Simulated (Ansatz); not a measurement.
Geometry relaxation, with input and output: C18H3N (part 3 of 3)

The same run, continued: C18H3N (slab, 22 atoms in the cell); DFT PBE-D3(BJ), scalar-relativistic, plane waves, PAW, no spin polarisation (Ansatz 0.2.0); cutoff 420 eV, 2×2×1 k-mesh, Gaussian smearing of 0.05 eV. It belongs to a series of runs on one base structure; here: end point B relaxed.

Geometry of the input (Å; fractional positions):
```
7.3980  0.0000  0.0000
-3.6990  6.4069  0.0000
0.0000  0.0000  11.0000
C  0.0000  0.0000  0.0909
C  0.2222  0.1111  0.0909
C  0.0000  0.3333  0.0909
C  0.2222  0.4444  0.0909
C  0.0000  0.6667  0.0909
C  0.2222  0.7778  0.0909
C  0.3333  0.0000  0.0909
C  0.5556  0.1111  0.0909
C  0.3333  0.3333  0.0909
C  0.5556  0.4444  0.0909
C  0.3333  0.6667  0.0909
C  0.5556  0.7778  0.0909
C  0.6667  0.0000  0.0909
C  0.8889  0.1111  0.0909
C  0.6667  0.3333  0.0909
C  0.8889  0.4444  0.0909
C  0.6667  0.6667  0.0909
C  0.8889  0.7778  0.0909
N  0.0370  0.0741  0.2209
H  0.2963  0.4815  0.1800
H  0.1060  -0.0030  0.2736
H  0.1147  0.2201  0.2736
```

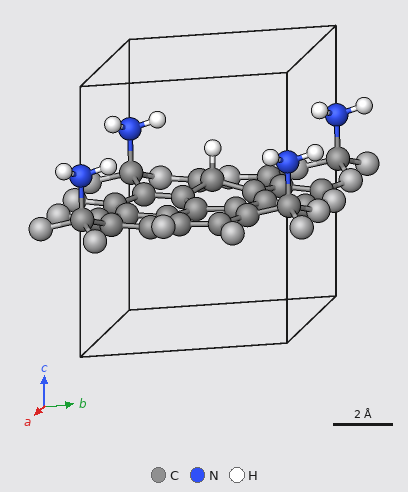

Figure 1. The geometry at step 6 of the log (ball-and-stick view of the cell of the calculation, with the vacuum cut short, seen slightly off an axis; neighbours outside the cell are drawn fainter).

## Trajectory as extended XYZ, continued
```
22
Lattice="7.3980 0.0000 0.0000 -3.6990 6.4069 0.0000 0.0000 0.0000 11.0000" Properties=species:S:1:pos:R:3:forces:R:3 step=2 energy=-4946.04086
C     0.0042    0.0144    1.1151    0.1766   1.8808   2.7890
C     1.2593    0.7342    0.9662    1.4419   1.2007  -2.2603
C    -1.2521    2.1396    0.9609   -0.6610  -1.0763  -0.1609
C    -0.0018    2.8583    1.0181    0.7143   0.3822   1.1394
C    -2.4651    4.2808    0.9850   -0.6102   0.2368  -0.0539
C    -1.2289    4.9986    0.9748    0.5408  -0.0201  -0.1486
C     2.4776    0.0166    0.9719   -0.1021   0.0899  -0.0398
C     3.7022    0.7278    0.9868   -0.0253   0.0147  -0.1378
C     1.2631    2.1454    0.9078    1.1971  -1.4069  -1.4715
C     2.4757    2.8589    0.9568   -0.2396  -0.0608  -0.1586
C     0.0012    4.3054    0.9453   -0.1728   1.8083  -1.1382
C     1.2339    4.9998    0.9718   -0.4881  -0.0151  -0.2045
C     4.9260    0.0164    0.9706    0.2086   0.0612  -0.0232
C     6.1387    0.7350    0.9747   -1.5753   1.2382  -2.1140
C     3.7046    2.1460    0.9858    0.0803  -0.0291  -0.0475
C     4.9294    2.8571    0.9836    0.0522   0.0101  -0.1125
C     2.4706    4.2823    0.9802    0.5939   0.2605  -0.1077
C     3.7018    4.9744    0.9940   -0.0173  -1.3215  -0.2357
N     0.0119    0.3871    2.5991    0.9688  -1.7629   4.9180
H     0.3725    3.0629    2.0515   -0.9852  -0.5967   1.5500
H     0.7952   -0.1010    3.1079   -0.8609   0.2040  -0.4676
H     0.0116    1.3583    3.0221   -0.2377  -1.0984  -1.5101
22
Lattice="7.3980 0.0000 0.0000 -3.6990 6.4069 0.0000 0.0000 0.0000 11.0000" Properties=species:S:1:pos:R:3:forces:R:3 step=3 energy=-4947.77173
C     0.0078    0.0569    1.2696    0.0047   0.4668   0.6419
C     1.2791    0.7573    0.8797   -0.5013   0.3594  -0.3203
C    -1.2587    2.1395    0.9434    0.1703  -0.1701  -0.1504
C     0.0140    2.8703    1.0901    0.7662   0.2955   0.6573
C    -2.4714    4.2933    0.9788   -0.3251  -0.4100  -0.0705
C    -1.2233    5.0139    0.9526    0.3343   0.4744  -0.2012
C     2.4822    0.0287    0.9410    0.1766  -0.3483  -0.3079
C     3.7049    0.7358    0.9598    0.0368  -0.0657  -0.2528
C     1.2881    2.1392    0.8240   -0.6139  -0.5386  -0.3640
C     2.4824    2.8647    0.9232    0.4854   0.6281  -0.3882
C     0.0046    4.3418    0.8997   -0.0751   0.0789  -0.1464
C     1.2339    5.0155    0.9454   -0.2781   0.4803  -0.2533
C     4.9283    0.0291    0.9441   -0.2104  -0.3407  -0.3166
C     6.1245    0.7620    0.9071    0.8224   0.2437   0.1739
C     3.7092    2.1518    0.9672   -0.0842   0.1861  -0.1953
C     4.9293    2.8660    0.9663   -0.1330   0.5529  -0.2166
C     2.4799    4.2937    0.9675    0.3165  -0.4404  -0.1108
C     3.7030    4.9780    1.0083    0.0319   0.2330   0.3807
N     0.0009    0.2840    2.7640   -1.2734   0.0196   0.2294
H     0.2949    3.0093    2.1622   -0.7944  -0.4924   0.7279
H     0.8125   -0.1311    3.1570    1.1074  -0.4825   0.6447
H     0.0057    1.2983    2.9791    0.0365  -0.7317  -0.1572
22
Lattice="7.3980 0.0000 0.0000 -3.6990 6.4069 0.0000 0.0000 0.0000 11.0000" Properties=species:S:1:pos:R:3:forces:R:3 step=4 energy=-4948.33152
C     0.0160    0.0738    1.3606   -0.0534  -0.2493  -0.2861
C     1.2702    0.7815    0.8727   -0.4419   0.0991   0.2776
C    -1.2445    2.1606    0.9347    0.0735  -0.1173   0.0680
C     0.0226    2.8941    1.1815    0.5682   0.2943   0.6160
C    -2.4684    4.3133    0.9501   -0.1005  -0.3280  -0.0544
C    -1.2137    5.0410    0.9070    0.2246   0.3893  -0.0809
C     2.4867    0.0495    0.8618    0.0536  -0.2379  -0.1980
C     3.7123    0.7580    0.8657    0.0410   0.0014  -0.2404
C     1.2800    2.1550    0.8155   -0.5168  -0.0524   0.3186
C     2.4905    2.8919    0.8452    0.2438   0.3560  -0.1647
C     0.0117    4.3672    0.8976    0.0469  -0.3547   0.2347
C     1.2392    5.0425    0.9030   -0.2185   0.3221  -0.1149
C     4.9385    0.0502    0.8776   -0.0843  -0.1785  -0.1014
C     6.1469    0.7875    0.9308    0.6180   0.0155   0.3468
C     3.7162    2.1777    0.8788   -0.0863   0.1389  -0.2516
C     4.9368    2.8938    0.9029   -0.0986   0.2694  -0.1763
C     2.4913    4.3127    0.9353    0.1200  -0.4031  -0.1129
C     3.7102    4.9967    1.0242   -0.0042   0.3921   0.1667
N    -0.0164    0.1649    2.8702    0.1901  -0.5204  -0.2626
H     0.1768    2.9563    2.3080   -0.3847  -0.1999  -0.3451
H     0.8652   -0.2335    3.2357   -0.3163   0.3129  -0.0745
H    -0.0364    1.1638    3.0710    0.1257   0.0506   0.4399
22
Lattice="7.3980 0.0000 0.0000 -3.6990 6.4069 0.0000 0.0000 0.0000 11.0000" Properties=species:S:1:pos:R:3:forces:R:3 step=5 energy=-4948.50573
C     0.0208    0.0679    1.3861    0.0296   0.0707   0.0707
C     1.2654    0.8015    0.9161   -0.0477  -0.0445   0.0315
C    -1.2337    2.1770    0.9477   -0.0866  -0.1082  -0.0029
C     0.0240    2.9177    1.2549    0.2574   0.1657   0.3193
C    -2.4612    4.3279    0.9068   -0.0228  -0.0304  -0.0109
C    -1.2037    5.0639    0.8800    0.0970   0.0970   0.0265
C     2.4908    0.0682    0.8071   -0.1190   0.0056   0.0373
C     3.7190    0.7789    0.7785    0.0217   0.0033  -0.0877
C     1.2725    2.1750    0.8784   -0.0288   0.0113   0.1224
C     2.4944    2.9150    0.7973   -0.0966  -0.0476   0.0152
C     0.0189    4.3828    0.9248    0.0486  -0.1431   0.0596
C     1.2431    5.0638    0.8822   -0.1291   0.0317   0.0149
C     4.9467    0.0683    0.8308    0.0553   0.0224   0.0474
C     6.1633    0.8031    0.9646    0.1458  -0.0292   0.0143
C     3.7214    2.2010    0.7815   -0.0590   0.0206  -0.0683
C     4.9445    2.9143    0.8346    0.0633  -0.0374  -0.0327
C     2.4986    4.3271    0.8955    0.0323  -0.0630  -0.0024
C     3.7173    5.0119    0.9930    0.0006   0.1679   0.0290
N    -0.0140    0.0618    2.9137   -0.1471   0.1416  -0.4032
H     0.0925    2.9488    2.3817   -0.1177  -0.0415  -0.2543
H     0.8726   -0.3200    3.2541    0.0357   0.0503  -0.0023
H    -0.0614    1.0423    3.2205    0.0668  -0.2447   0.0814
22
Lattice="7.3980 0.0000 0.0000 -3.6990 6.4069 0.0000 0.0000 0.0000 11.0000" Properties=species:S:1:pos:R:3:forces:R:3 step=6 energy=-4948.52626
C     0.0238    0.0730    1.3753    0.0030   0.0457   0.1607
C     1.2709    0.8125    0.9307   -0.0494  -0.0556   0.0024
C    -1.2294    2.1849    0.9426   -0.0065  -0.0164  -0.0053
C     0.0268    2.9284    1.2793    0.1011   0.0477   0.0879
C    -2.4558    4.3371    0.8937   -0.0236   0.0050  -0.0083
C    -1.1968    5.0754    0.8873    0.0091   0.0119   0.0017
C     2.4950    0.0794    0.8098   -0.0621   0.0025   0.0073
C     3.7235    0.7898    0.7621    0.0123  -0.0095   0.0106
C     1.2777    2.1856    0.9092   -0.0478   0.0152   0.0300
C     2.4968    2.9243    0.7995   -0.0460  -0.0134   0.0089
C     0.0241    4.3917    0.9452    0.0191  -0.0551   0.0082
C     1.2456    5.0743    0.8915   -0.0246   0.0022  -0.0084
C     4.9512    0.0788    0.8248    0.0281  -0.0084   0.0085
C     6.1694    0.8121    0.9570    0.0891  -0.0236  -0.0097
C     3.7247    2.2117    0.7574   -0.0181   0.0042   0.0176
C     4.9501    2.9230    0.8142    0.0429   0.0063   0.0123
C     2.5026    4.3360    0.8905    0.0212   0.0076   0.0022
C     3.7220    5.0230    0.9707    0.0195   0.0044  -0.0348
N    -0.0279    0.0141    2.8973   -0.0789   0.1003  -0.2372
H     0.0606    2.9497    2.3999   -0.0492  -0.0277  -0.0831
H     0.8570   -0.3771    3.2303    0.0376   0.0013   0.0058
H    -0.0802    0.9704    3.2616    0.0227  -0.0455   0.0207
22
Lattice="7.3980 0.0000 0.0000 -3.6990 6.4069 0.0000 0.0000 0.0000 11.0000" Properties=species:S:1:pos:R:3:forces:R:3 step=7 energy=-4948.52910
C     0.0248    0.0741    1.3725   -0.0138   0.0334   0.0813
C     1.2722    0.8129    0.9344   -0.0096  -0.0197  -0.0021
C    -1.2264    2.1854    0.9368    0.0025   0.0030   0.0078
C     0.0285    2.9292    1.2846    0.0386   0.0083  -0.0029
C    -2.4535    4.3379    0.8905   -0.0031  -0.0002   0.0024
C    -1.1942    5.0762    0.8891   -0.0034  -0.0014   0.0011
C     2.4961    0.0802    0.8134   -0.0034   0.0015   0.0000
C     3.7257    0.7904    0.7655    0.0043  -0.0096   0.0023
C     1.2795    2.1864    0.9184   -0.0341   0.0154   0.0154
C     2.4978    2.9246    0.8052   -0.0026   0.0006   0.0014
C     0.0269    4.3919    0.9502    0.0049  -0.0236   0.0043
C     1.2477    5.0750    0.8925    0.0016   0.0023  -0.0030
C     4.9543    0.0796    0.8230   -0.0060  -0.0073   0.0012
C     6.1736    0.8129    0.9490    0.0216  -0.0116  -0.0064
C     3.7263    2.2124    0.7607   -0.0029   0.0004   0.0087
C     4.9529    2.9236    0.8126    0.0044   0.0096  -0.0001
C     2.5050    4.3368    0.8897    0.0045   0.0057   0.0023
C     3.7245    5.0243    0.9637    0.0051  -0.0036   0.0205
N    -0.0365    0.0159    2.8886   -0.0039  -0.0076  -0.1212
H     0.0456    2.9434    2.4032   -0.0126  -0.0024  -0.0228
H     0.8447   -0.3828    3.2254    0.0006   0.0037   0.0087
H    -0.0837    0.9680    3.2610    0.0082   0.0037   0.0037
22
Lattice="7.3980 0.0000 0.0000 -3.6990 6.4069 0.0000 0.0000 0.0000 11.0000" Properties=species:S:1:pos:R:3:forces:R:3 step=8 energy=-4948.52962
C     0.0248    0.0755    1.3720   -0.0012  -0.0107   0.0198
C     1.2727    0.8129    0.9352    0.0046   0.0051  -0.0052
C    -1.2255    2.1857    0.9343    0.0031  -0.0047  -0.0014
C     0.0293    2.9294    1.2832    0.0001  -0.0058  -0.0076
C    -2.4528    4.3381    0.8927    0.0008  -0.0015  -0.0023
C    -1.1933    5.0761    0.8901    0.0002   0.0023  -0.0003
C     2.4966    0.0802    0.8151    0.0034  -0.0020   0.0005
C     3.7264    0.7903    0.7673   -0.0009   0.0028   0.0003
C     1.2799    2.1867    0.9207   -0.0071  -0.0076   0.0018
C     2.4983    2.9247    0.8088    0.0132   0.0018   0.0005
C     0.0280    4.3916    0.9501   -0.0035   0.0056   0.0007
C     1.2486    5.0751    0.8926    0.0026   0.0038  -0.0005
C     4.9551    0.0796    0.8224   -0.0044  -0.0034  -0.0011
C     6.1747    0.8131    0.9451   -0.0004   0.0018   0.0034
C     3.7269    2.2124    0.7641    0.0005  -0.0004  -0.0032
C     4.9536    2.9239    0.8137   -0.0092   0.0008   0.0022
C     2.5060    4.3371    0.8920    0.0001  -0.0036  -0.0010
C     3.7254    5.0244    0.9665   -0.0012  -0.0030  -0.0127
N    -0.0395    0.0170    2.8830   -0.0001   0.0121  -0.0157
H     0.0405    2.9425    2.4008    0.0001   0.0032   0.0101
H     0.8379   -0.3868    3.2233   -0.0009  -0.0021   0.0052
H    -0.0820    0.9687    3.2571    0.0005   0.0055   0.0077
22
Lattice="7.3980 0.0000 0.0000 -3.6990 6.4069 0.0000 0.0000 0.0000 11.0000" Properties=species:S:1:pos:R:3:forces:R:3 step=9 energy=-4948.52962
C     0.0248    0.0755    1.3720   -0.0014  -0.0108   0.0202
C     1.2727    0.8129    0.9352    0.0049   0.0053  -0.0052
C    -1.2255    2.1857    0.9343    0.0034  -0.0047  -0.0017
C     0.0293    2.9294    1.2832    0.0003  -0.0059  -0.0079
C    -2.4528    4.3381    0.8927    0.0005  -0.0012  -0.0021
C    -1.1933    5.0761    0.8901    0.0001   0.0025  -0.0003
C     2.4966    0.0802    0.8151    0.0036  -0.0019   0.0005
C     3.7264    0.7903    0.7673   -0.0008   0.0022   0.0004
C     1.2799    2.1867    0.9207   -0.0072  -0.0074   0.0020
C     2.4983    2.9247    0.8088    0.0128   0.0020   0.0010
C     0.0280    4.3916    0.9501   -0.0033   0.0054   0.0007
C     1.2486    5.0751    0.8926    0.0029   0.0041  -0.0006
C     4.9551    0.0796    0.8224   -0.0043  -0.0034  -0.0013
C     6.1747    0.8131    0.9451   -0.0008   0.0016   0.0029
C     3.7269    2.2124    0.7641    0.0005  -0.0007  -0.0029
C     4.9536    2.9239    0.8137   -0.0090   0.0009   0.0023
C     2.5060    4.3371    0.8920    0.0003  -0.0031  -0.0008
C     3.7254    5.0244    0.9665   -0.0014  -0.0035  -0.0127
N    -0.0395    0.0170    2.8830    0.0001   0.0128  -0.0167
H     0.0405    2.9425    2.4008    0.0000   0.0032   0.0102
H     0.8379   -0.3868    3.2233   -0.0018  -0.0022   0.0050
H    -0.0820    0.9687    3.2571    0.0006   0.0047   0.0072
```

## Key numbers

```json
{"quantity": "outcome", "value": "converged"}
{"quantity": "electrons treated", "value": "80"}
{"quantity": "free energy", "value": "−4948.5296 eV"}
{"quantity": "Fermi energy", "value": "−0.308 eV"}
{"quantity": "final volume", "value": "521.38 Å³"}
{"quantity": "largest force (length of the vector) at the end", "value": "0.023 eV/Å"}
{"quantity": "wall time", "value": "89 s"}
{"quantity": "peak memory", "value": "0.6 GiB"}
```

The k-point mesh is coarse for a cell of this size, so the results may not be converged.
